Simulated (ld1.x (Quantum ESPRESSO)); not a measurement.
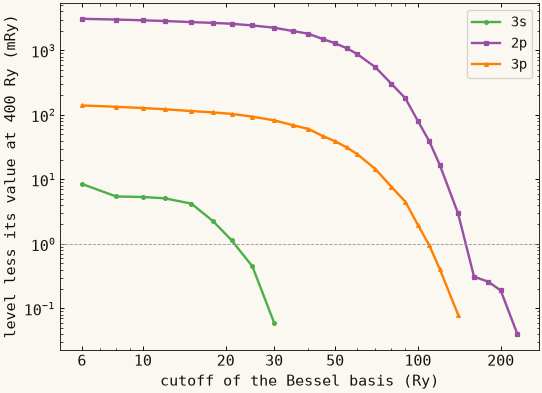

The pseudo-atom Hamiltonian at the reference potential is diagonalised in spherical Bessel functions (20 bohr box) up to the cutoff. Curves: distance of each valence level from its value at 400 Ry.

Magnesium (Mg), norm-conserving RRKJ (Kleinman–Bylander form), made with ld1.x (Quantum ESPRESSO) 7.5 (PBEsol, scalar-relativistic). Core [He] 2s2, reference 2p6 3s1 3p1. Waves: 3s (bound): rc 2.40 bohr; 2p (bound): rc 0.95 bohr; 3d channel at 0.4 Ry: rc 2.55 bohr. Local part: the d channel. Core correction: none. rho0 = 0.005.

Question: From which cutoff is the occupation-weighted sum of levels good to 10 mRy, and to 1 mRy?

Answer: 160 Ry and 230 Ry, on the ladder of cutoffs that was run.

Question: At which cutoff does each level come within 1 mRy for good?

Answer: 3s: 25 Ry; 2p: 160 Ry; 3p: 110 Ry.

Question: Which occupied shell is the hardest?

Answer: 2p: its level needs 160 Ry to come within 1 mRy, against 110 Ry for 3p.
